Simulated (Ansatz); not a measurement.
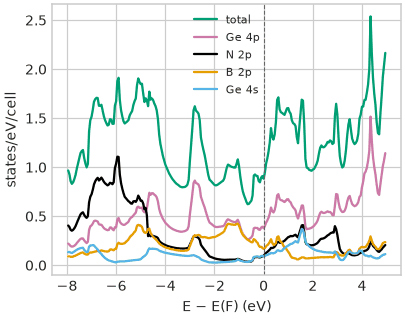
Figure: Total and projected density of states of Ge$_{2}$BN in space group R3m (No. 160; B on 3a, N on 3a, Ge on 3a, Ge on 3a), the program Ansatz at the LDA level (PAW)

Problem. Which orbitals carry the states next to the Fermi level?

Solution. Within 0.5 eV of the Fermi level: Ge 4p 42 %, B 2p 21 %, N 2p 11 %, N 2s 10 %, Ge 4s 10 %. Projections are on Löwdin-orthogonalised atomic valence shells; empty p or d shells of many metals are not among them.

Problem. Where is the tallest occupied peak in this window, and what makes it?

Solution. Near -5.9 eV, about 1.9 states/eV per cell; the largest projected share is N 2p.

The start of the workflow was typed in or built on a structure type; neither database checked (COD, Materials Project) lists it. Its standing as an ambient phase is unchecked. Symmetry was held in the LDA relaxation; its stability against distortions is not shown here. Its formation energy is positive at this level, so the cell may be metastable or incomplete. Scalar-relativistic: spin–orbit coupling is off unless named, which matters more the heavier the elements.

Potentials: the earlier of the program's two PAW sets. The files were generated under PBE; for other functionals the program regenerates the frozen cores, and for LDA and PBEsol the local potential too.
